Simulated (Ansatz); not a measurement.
# SiH3F (SMILES F[SiH3]) at 6 levels

Aim: a comparison of 6 runs (HF/def2-SVP, B3LYP/6-31G*, CAM-B3LYP/6-31+G*, PBE0/def2-SVP, MP2/def2-TZVP, CCSD(T)/x2c-TZVPPall) of SiH3F. 

The calculation is run with Ansatz 0.2.0.

4 further runs of the same task are left out: 2 for a known fault of the program, 2 set aside as unsound or not needed.

### Step 1. The structure to begin with

SiH3F: 5 atoms, total charge 0, spin state singlet. SMILES: `F[SiH3]`. Geometry: relaxed at PBE0-D4/def2-TZVP.

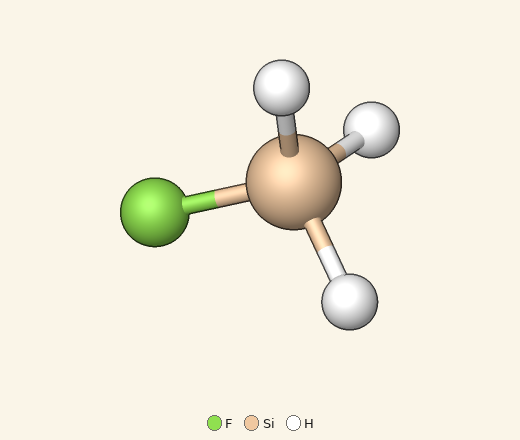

Viewed from a chosen angle; fluorine green, silicon light orange, hydrogen white.

### Step 2. Energy and forces at HF/def2-SVP (run 1)

Contents of run.yaml:

```yaml
crystal:
  periodic: [false, false, false]
  atoms:
    - {symbol: F, position_ang: [-1.274600, 0.162800, 0.858000]}
    - {symbol: Si, position_ang: [0.043300, -0.019300, -0.030700]}
    - {symbol: H, position_ang: [-0.367800, -0.192600, -1.443700]}
    - {symbol: H, position_ang: [0.768600, -1.217900, 0.451600]}
    - {symbol: H, position_ang: [0.880500, 1.193400, 0.123400]}
basis:
  gaussian:
    orbitals: def2-SVP
hamiltonian:
  xc: hf
output: {forces: true, orbitals: {seedname: orbitals}}
accuracy: high
```

Launch:

```
$ ansatz run run.yaml --threads 1 --pin off --max-ram 2610MiB --events-out events.jsonl --progress --plain --runs-dir runs
```

Standard output:

```text
Warning: RAYON_NUM_THREADS=1 ignored (pool sized by the plan → 1); use --threads N
Functional definition: HF
  name "HF"
  exchange = exact_x
  correlation = 0
937 factors; integrals over basis functions are off by at most 3.5e-9 eV
mean field evaluation 1: about -10610.9475 eV, gradient 2.4e1 eV
mean field evaluation 2: about -10610.9533 eV, gradient 2.4e1 eV
mean field evaluation 4: about -10612.2013 eV, gradient 1.6e0 eV
mean field evaluation 8: about -10612.2119 eV, gradient 1.6e-4 eV
mean field -10612.21187433 eV, -389.9915931660 hartree, gradient 1.3e-8 eV, S^2 0.000000; 0 other end points of the search recorded, 0 dependent functions left out
the calculation of the forces begins
reference -10612.21187433 eV, -389.9915931660 hartree; 13, 13 occupied and 34, 34 virtual orbitals, 937 factors
Total energy: -10612.21187433 eV, -389.9915931660 hartree
Atom 0 at    -1.274600     0.162800     0.858000 Å, force    -0.338921     0.046933     0.228656 eV/Å
Atom 1 at     0.043300    -0.019300    -0.030700 Å, force     0.443082    -0.061960    -0.301175 eV/Å
Atom 2 at    -0.367800    -0.192600    -1.443700 Å, force     0.049080     0.017808     0.146442 eV/Å
Atom 3 at     0.768600    -1.217900     0.451600 Å, force    -0.070732     0.125106    -0.054147 eV/Å
Atom 4 at     0.880500     1.193400     0.123400 Å, force    -0.082509    -0.127888    -0.019776 eV/Å
Dipole moment:     0.272270    -0.037585    -0.183538 e Å
```

It took 0.3 s on 1 thread of AMD EPYC 9B45 (Zen 5), shared host.

### Step 3. Energy and gradient at B3LYP/6-31G(d) (spherical functions) (run 2)

Contents of job.yaml:

```yaml
crystal:
  periodic: [false, false, false]
  atoms:
    - {symbol: F, position_ang: [-1.274600, 0.162800, 0.858000]}
    - {symbol: Si, position_ang: [0.043300, -0.019300, -0.030700]}
    - {symbol: H, position_ang: [-0.367800, -0.192600, -1.443700]}
    - {symbol: H, position_ang: [0.768600, -1.217900, 0.451600]}
    - {symbol: H, position_ang: [0.880500, 1.193400, 0.123400]}
basis:
  gaussian:
    orbitals: 6-31G_st_-spherical.json
hamiltonian:
  xc: {name: B3LYP}
output: {forces: true, orbitals: {seedname: orbitals}}
accuracy: high
```

The basis set 6-31G* is read from a file made from the Basis Set Exchange's data (not shown).

Launch:

```
$ ansatz run job.yaml --threads 1 --pin off --max-ram 2610MiB --events-out events.jsonl --progress --plain --runs-dir runs
```

Standard output:

```text
Warning: RAYON_NUM_THREADS=1 ignored (pool sized by the plan → 1); use --threads N
Functional definition: B3LYP
  name "B3LYP"
  parameter a0 = 0.2
  parameter ax = 0.72
  parameter ac = 0.81
  exchange = (1 - a0 - ax)*slater_x + ax*b88_x + a0*exact_x
  correlation = (1 - ac)*vwn_rpa_c + ac*lyp_c
782 factors; integrals over basis functions are off by at most 3.7e-9 eV
mean field evaluation 1: about -10643.2423 eV, gradient 2.9e1 eV
mean field evaluation 2: about -10641.5181 eV, gradient 4.5e1 eV
mean field evaluation 4: about -10644.4823 eV, gradient 2.6e-1 eV
mean field evaluation 8: about -10644.4786 eV, gradient 9.7e-3 eV
mean field evaluation 16: about -10644.4786 eV, gradient 2.8e-8 eV
mean field -10644.47861487 eV, -391.1773740099 hartree, gradient 3.7e-8 eV, S^2 0.000000; 0 other end points of the search recorded, 0 dependent functions left out
the calculation of the forces begins
reference -10644.47864826 eV, -391.1773752369 hartree; 13, 13 occupied and 25, 25 virtual orbitals, 782 factors
Total energy: -10644.47864826 eV, -391.1773752369 hartree
Atom 0 at    -1.274600     0.162800     0.858000 Å, force    -0.479624     0.066369     0.323540 eV/Å
Atom 1 at     0.043300    -0.019300    -0.030700 Å, force     0.211405    -0.029895    -0.144871 eV/Å
Atom 2 at    -0.367800    -0.192600    -1.443700 Å, force     0.071264    -0.014793    -0.085309 eV/Å
Atom 3 at     0.768600    -1.217900     0.451600 Å, force     0.097184    -0.038939    -0.042832 eV/Å
Atom 4 at     0.880500     1.193400     0.123400 Å, force     0.099772     0.017258    -0.050528 eV/Å
Dipole moment:     0.219973    -0.030363    -0.148276 e Å
```

Run time: 0.88 s. Hardware: 1 thread of AMD EPYC 9B45 (Zen 5), shared host.

Runs 3 to 5 aren't shown in full; the table further down has their settings and results.

### Step 4. Energy and forces at CCSD(T)/x2c-TZVPPall (run 6)

Contents of run.yaml:

```yaml
crystal:
  periodic: [false, false, false]
  atoms:
    - symbol: F
      position_ang: [-1.274600, 0.162800, 0.858000]
    - symbol: Si
      position_ang: [0.043300, -0.019300, -0.030700]
    - symbol: H
      position_ang: [-0.367800, -0.192600, -1.443700]
    - symbol: H
      position_ang: [0.768600, -1.217900, 0.451600]
    - symbol: H
      position_ang: [0.880500, 1.193400, 0.123400]
basis:
  gaussian: {orbitals: x2c-TZVPPall.json}
hamiltonian: {pseudopotentials: {relativity: none}}
correlation: {method: ccsd_t, electrons: outside_noble_gas}
accuracy: high
output: {forces: true, orbitals: {seedname: orbitals}}
```

The basis set x2c-TZVPPall is read from a file made from the Basis Set Exchange's data (not shown).

Launch:

```
$ ansatz run run.yaml --threads 1 --pin off --max-ram 2610MiB --events-out events.jsonl --progress --plain --runs-dir runs
```

Standard output:

```text
Warning: RAYON_NUM_THREADS=1 ignored (pool sized by the plan → 1); use --threads N
[... 11 lines left out ...]
6 core orbitals not correlated: weight in the atoms' cores, before any rotation towards them, 1.000 or more for the frozen orbitals, at most 0.000 for the correlated occupied ones
[... 22 lines left out ...]
WARN: the results are in doubt because the basis set is contracted for relativity, which is off
Total energy: -10627.50498641 eV, -390.5536046691 hartree
[... 5 lines left out ...]
Dipole moment:     0.214170    -0.029563    -0.144369 e Å
In doubt: the basis set is contracted for relativity, which is off
```

Run time: 32 s. Hardware: 1 thread of AMD EPYC 9B45 (Zen 5), shared host; peak memory 1.4 GiB.

### Step 5. All runs side by side

| run | level | frozen core orbitals | energy (Eh) | dipole moment (D) | HOMO energy (eV) | LUMO energy (eV) | wall time |
| --- | --- | --- | --- | --- | --- | --- | --- |
| 1 | HF/def2-SVP | – | -389.991593 | 1.59 | -13.38 | 3.88 | 0.3 s |
| 2 | B3LYP/6-31G* (spherical functions) | – | -391.177375 | 1.28 | -9.37 | 0.13 | 0.88 s |
| 3 | CAM-B3LYP/6-31+G* (spherical functions) | – | -391.148203 | 1.56 | -11.29 | 0.44 | 1.4 s |
| 4 | PBE0/def2-SVP | – | -390.781662 | 1.33 | -9.69 | 0.43 | 0.88 s |
| 5 | MP2/def2-TZVP | 6 | -390.604138 | 1.26 | -13.37 | 2.91 | 1.6 s |
| 6 | CCSD(T)/x2c-TZVPPall | 6 | -390.553605 | 1.25 | -13.36 | 3.05 | 32 s |

### Step 6. Summary of results

| quantity | value |
| --- | --- |
| run 6: total energy | -390.55360 Eh |
| run 6: dipole moment (correlated density) | 1.25 D |
| run 6: HOMO energy (Hartree–Fock orbitals) | -13.36 eV |
| run 6: LUMO energy (Hartree–Fock orbitals) | 3.05 eV |
| run 6: HOMO–LUMO gap (Hartree–Fock orbitals) | 16.41 eV |
| run 6: correlation energy (6 core orbitals frozen) | -414.4 mEh |
| run 6: (T) correction | -10.29 mEh |
| run 6: T1 diagnostic | 0.011 |
| run 6: largest force on an atom | 0.137 eV/Å |

**Reading.** The dipole moment (its size) runs from 1.25 D (CCSD(T)/x2c-TZVPPall) to 1.59 D (HF/def2-SVP). The two ends differ in method and basis. Over runs 1, 2, 3, 4 the HOMO–LUMO gap runs from 9.50 eV (B3LYP/6-31G*) to 17.26 eV (HF/def2-SVP). Totals of different functionals can't be ranked against each other. In run 6 relativity is left out where basis or elements ask for it. All runs together took 37 s, the longest 32 s.
